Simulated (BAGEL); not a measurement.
**CH5BOSi (SMILES B[SiH2]C=O) at HF/def2-SVP (density fitting with qzvpp-jkfit)**

What is the vertical singlet–triplet gap of CH5BOSi at HF/def2-SVP (density fitting with qzvpp-jkfit)? 

The calculation is run with BAGEL 1.2.2.

1 further run of the same task is left out (it didn't finish). Runs told in other sessions of the task aren't counted.

## (1) The structure to begin with

The species is CH5BOSi (9 atoms), meant as a singlet with charge 0. SMILES: `B[SiH2]C=O`. The shape is that of a PBE0-D4/def2-TZVP optimisation. This is one conformer, not always the lowest.

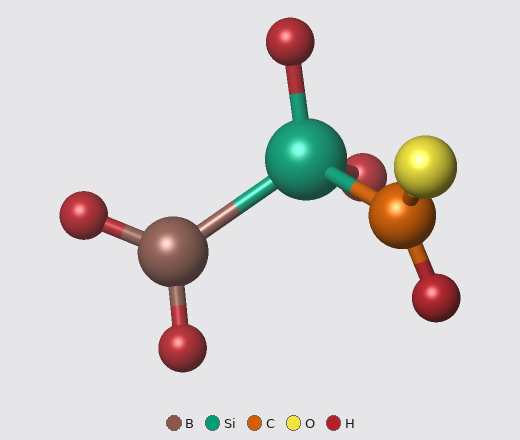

Viewed from a chosen angle; boron brown, silicon teal, carbon orange, oxygen yellow, hydrogen red.

## (2) The energy at HF/def2-SVP (density fitting with qzvpp-jkfit)

The input, hf.json:

```json
{ "bagel": [

{
  "title": "molecule",
  "basis": "svp",
  "df_basis": "qzvpp-jkfit",
  "angstrom": true,
  "geometry": [
    { "atom": "B", "xyz": [      -0.950100,       0.850000,      -1.073100 ] },
    { "atom": "Si", "xyz": [       0.610800,      -0.206000,      -0.386500 ] },
    { "atom": "C", "xyz": [       0.330600,      -0.553700,       1.494500 ] },
    { "atom": "O", "xyz": [       1.022800,      -0.098400,       2.365800 ] },
    { "atom": "H", "xyz": [      -2.057600,       0.518200,      -0.767000 ] },
    { "atom": "H", "xyz": [      -0.828800,       1.799400,      -1.786900 ] },
    { "atom": "H", "xyz": [       1.958100,       0.387600,      -0.570700 ] },
    { "atom": "H", "xyz": [       0.542000,      -1.540900,      -1.055900 ] },
    { "atom": "H", "xyz": [      -0.539200,      -1.202400,       1.762900 ] }
  ]
},

{ "title": "hf" },

{ "title": "print", "file": "orbitals.molden", "orbitals": true }

]}
```

Started as:

```
BAGEL_NUM_THREADS=1 BAGEL hf.json > hf.out
```

Output:

```text
* using 1 threads per process

  ===============================================================
  ===============================================================

  *** Geometry ***

  { "atom" : "B", "xyz" : [     -1.795429,      1.606267,     -2.027865 ] },
  { "atom" : "Si", "xyz" : [      1.154245,     -0.389284,     -0.730379 ] },
  { "atom" : "C", "xyz" : [      0.624743,     -1.046341,      2.824196 ] },
  { "atom" : "O", "xyz" : [      1.932812,     -0.185949,      4.470714 ] },
  { "atom" : "H", "xyz" : [     -3.888300,      0.979256,     -1.449420 ] },
  { "atom" : "H", "xyz" : [     -1.566205,      3.400373,     -3.376752 ] },
  { "atom" : "H", "xyz" : [      3.700273,      0.732458,     -1.078467 ] },
  { "atom" : "H", "xyz" : [      1.024232,     -2.911879,     -1.995362 ] },
  { "atom" : "H", "xyz" : [     -1.018940,     -2.272207,      3.331398 ] },

  Number of auxiliary basis functions:      445

  Since a DF basis is specified, we compute 2- and 3-index integrals:
    o Being stored without compression. Storage requirement is 0.026 GB

  Number of basis functions:       85
  Number of electrons      :       38

    * METHOD: MOLECULE                             0.14

  *** RHF ***

  === Nuclear Repulsion ===
   133.9310177339

      * DIIS with orbital gradients will be used.

  === RHF iteration (svp) ===
      0       -428.80306606          0.01689366           0.04
      1       -428.89674286          0.01384764           0.04
      2       -428.98822098          0.00192615           0.04
      3       -428.99190710          0.00055645           0.04
      4       -428.99220237          0.00021114           0.04
      5       -428.99228851          0.00007416           0.04
      6       -428.99229763          0.00001945           0.04
      7       -428.99229820          0.00000614           0.04
      8       -428.99229825          0.00000197           0.04
      9       -428.99229826          0.00000085           0.04
     10       -428.99229826          0.00000028           0.04
     11       -428.99229826          0.00000010           0.04
     12       -428.99229826          0.00000005           0.04
     13       -428.99229826          0.00000002           0.04
     14       -428.99229826          0.00000000           0.04
    * SCF iteration converged.

    * Permanent dipole moment:
           (    0.655413,     0.149840,     0.934367) a.u.

    * METHOD: HF                                   0.70

    * METHOD: PRINT                                0.01

  ===============================================================
```

Run time: 0.98 s. Hardware: 1 thread of Intel Xeon 6975P-C (Granite Rapids), shared host; peak memory 0.11 GiB.

## (3) The triplet, same level

The input, job.json:

```json
{ "bagel": [

{
  "title": "molecule",
  "basis": "svp",
  "df_basis": "qzvpp-jkfit",
  "angstrom": true,
  "geometry": [
    { "atom": "B", "xyz": [      -0.950100,       0.850000,      -1.073100 ] },
    { "atom": "Si", "xyz": [       0.610800,      -0.206000,      -0.386500 ] },
    { "atom": "C", "xyz": [       0.330600,      -0.553700,       1.494500 ] },
    { "atom": "O", "xyz": [       1.022800,      -0.098400,       2.365800 ] },
    { "atom": "H", "xyz": [      -2.057600,       0.518200,      -0.767000 ] },
    { "atom": "H", "xyz": [      -0.828800,       1.799400,      -1.786900 ] },
    { "atom": "H", "xyz": [       1.958100,       0.387600,      -0.570700 ] },
    { "atom": "H", "xyz": [       0.542000,      -1.540900,      -1.055900 ] },
    { "atom": "H", "xyz": [      -0.539200,      -1.202400,       1.762900 ] }
  ]
},

{ "title": "uhf", "charge": 0, "nopen": 2 },

{ "title": "print", "file": "orbitals.molden", "orbitals": true }

]}
```

Started as:

```
BAGEL_NUM_THREADS=1 BAGEL job.json > job.out
```

Output:

```text
* using 1 threads per process

  ===============================================================
  ===============================================================

  *** Geometry ***

  { "atom" : "B", "xyz" : [     -1.795429,      1.606267,     -2.027865 ] },
  { "atom" : "Si", "xyz" : [      1.154245,     -0.389284,     -0.730379 ] },
  { "atom" : "C", "xyz" : [      0.624743,     -1.046341,      2.824196 ] },
  { "atom" : "O", "xyz" : [      1.932812,     -0.185949,      4.470714 ] },
  { "atom" : "H", "xyz" : [     -3.888300,      0.979256,     -1.449420 ] },
  { "atom" : "H", "xyz" : [     -1.566205,      3.400373,     -3.376752 ] },
  { "atom" : "H", "xyz" : [      3.700273,      0.732458,     -1.078467 ] },
  { "atom" : "H", "xyz" : [      1.024232,     -2.911879,     -1.995362 ] },
  { "atom" : "H", "xyz" : [     -1.018940,     -2.272207,      3.331398 ] },

  Number of auxiliary basis functions:      445

  Since a DF basis is specified, we compute 2- and 3-index integrals:
    o Being stored without compression. Storage requirement is 0.026 GB

  Number of basis functions:       85
  Number of electrons      :       38

    * METHOD: MOLECULE                             0.14

  *** Open-shell HF ***

  === Nuclear Repulsion ===
   133.9310177339

      * DIIS with orbital gradients will be used.

  === UHF iteration (svp) ===
      0       -428.66112171          0.03174538           0.07
      1       -428.74989224          0.02860215           0.08
      2       -428.78272367          0.02396278           0.08
      3       -428.86709949          0.00282703           0.07
      4       -428.87915177          0.00268952           0.07
      5       -428.88350151          0.00259222           0.07
      6       -428.89918271          0.00241431           0.07
      7       -428.91137421          0.00147753           0.07
      8       -428.91731324          0.00105519           0.07
      9       -428.91731144          0.00064079           0.07
     10       -428.91800377          0.00017132           0.07
     11       -428.91811201          0.00011192           0.08
     12       -428.91815944          0.00004788           0.07
     13       -428.91817649          0.00003160           0.07
     14       -428.91818959          0.00002151           0.07
     15       -428.91819468          0.00001480           0.07
     16       -428.91819667          0.00000951           0.07
     17       -428.91819678          0.00000516           0.07
     18       -428.91819681          0.00000332           0.07
     19       -428.91819689          0.00000239           0.07
     20       -428.91819698          0.00000151           0.07
     21       -428.91819703          0.00000078           0.07
     22       -428.91819703          0.00000042           0.07
     23       -428.91819703          0.00000020           0.08
     24       -428.91819703          0.00000012           0.08
     25       -428.91819703          0.00000010           0.08
     26       -428.91819703          0.00000007           0.08
     27       -428.91819703          0.00000005           0.07
     28       -428.91819703          0.00000003           0.07
     29       -428.91819703          0.00000002           0.07
     30       -428.91819703          0.00000001           0.07
     31       -428.91819703          0.00000001           0.07
    * SCF iteration converged.

    * S^2 (UHF) is 2.0244

    * Permanent dipole moment:
           (    0.408906,     0.060038,     0.430822) a.u.

    * METHOD: UHF                                  2.41

    * METHOD: PRINT                                0.01

  ===============================================================
```

It took 2.7 s on 1 thread of Intel Xeon 6975P-C (Granite Rapids), shared host; peak memory 0.11 GiB.

## (4) Outcome

Level: HF/def2-SVP (density fitting with qzvpp-jkfit).

| quantity | value |
| --- | --- |
| singlet: total energy | -428.99230 Eh |
| singlet: dipole moment | 2.93 D |
| singlet: HOMO energy | -10.53 eV |
| singlet: LUMO energy | 0.83 eV |
| singlet: HOMO–LUMO gap | 11.36 eV |
| triplet: total energy | -428.91820 Eh |
| triplet: dipole moment | 1.52 D |
| triplet: ⟨S²⟩ | 2.024 |
| vertical energy of the triplet above the singlet | 2.016 eV |

At this shape the triplet lies 2.02 eV (195 kJ/mol) above the singlet.
